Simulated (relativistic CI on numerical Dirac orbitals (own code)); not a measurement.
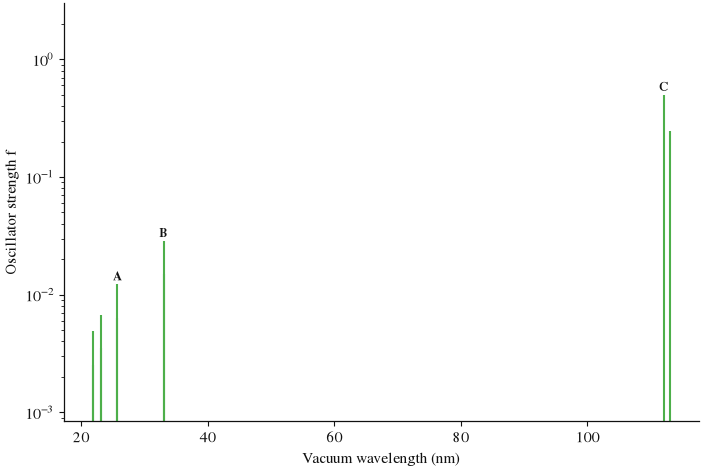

The plot shows absorption lines from the lowest level (oscillator strengths f) for P⁴⁺. Method of calculation: relativistic CI on Dirac orbitals, KLI exchange-only orbitals, Breit term, model QED, valence Slater integrals scaled by 0.85, a P86 correlation estimate for each configuration.

Question: Which transitions are the lettered lines?

Answer: A: 5p ²P°₃/₂ ← 3s ²S₁/₂, 25.71 nm, f = 0.012; B: 4p ²P°₃/₂ ← 3s ²S₁/₂, 33.05 nm, f = 0.028; C: 3p ²P°₃/₂ ← 3s ²S₁/₂, 112.1 nm, f = 0.50. The strongest, C, lies in the extreme ultraviolet region.

Limits of the model: configurations can be misplaced by up to about 7 % of their energy; only a limited list of configurations is included, so lower levels can be missing.
